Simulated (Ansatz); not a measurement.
BiP

```
CELL_PARAMETERS angstrom
3.57376 0.00000 0.00000
0.00000 3.57376 0.00000
0.00000 0.00000 3.57376
ATOMIC_POSITIONS crystal
Bi 0.00000 0.00000 0.00000
P 0.50000 0.50000 0.50000
```

Space group Pm-3m; started from the CsCl prototype, which need not be the ambient phase.

The calculation used DFT r2SCAN, scalar-relativistic, plane waves, PAW in Ansatz.

> What will maps of the valence pseudo-density and electron localisation function show?

Bi–P (3.09 Å): ρ is about 0.21 e/Å³ halfway; the ELF peaks at about 0.85 in the valence shell of P, 0.9 Å from its nucleus, and drops to about 0.30 between the two atoms.
Bader's partition of the density gives Bi +0.72 and P −0.72 e.

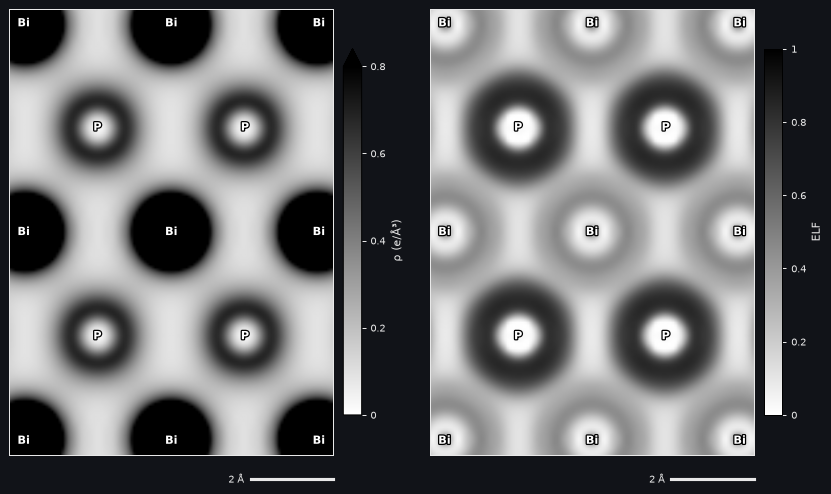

Computed valence pseudo-density and electron localisation function on the (101) plane of the conventional cell, in this order. 

The density is the valence pseudo-density of a PAW calculation; it isn't the true density close to the nuclei.
